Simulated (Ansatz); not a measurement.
# A computed series for BN: response to strain

Consider BN (space group P6_3/mmc, No. 194; a = 2.5064 Å, c = 6.6147 Å; layered, stacked along the Cartesian z axis).

Strains are applied to the cell and any free atomic positions relax.

Computed with PBE-D3(BJ) in Ansatz (plane waves to 420 eV, PAW, no spin-orbit coupling).

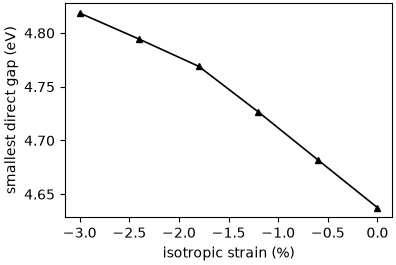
Figure: Smallest direct gap against isotropic strain

```csv
isotropic strain (%),smallest direct gap
-3,4.82 eV
-2.4,4.79 eV
-1.8,4.77 eV
-1.2,4.73 eV
-0.6,4.68 eV
```

No phonon test of stability was made.

Ansatz is a quantum-chemistry and plane-wave program.
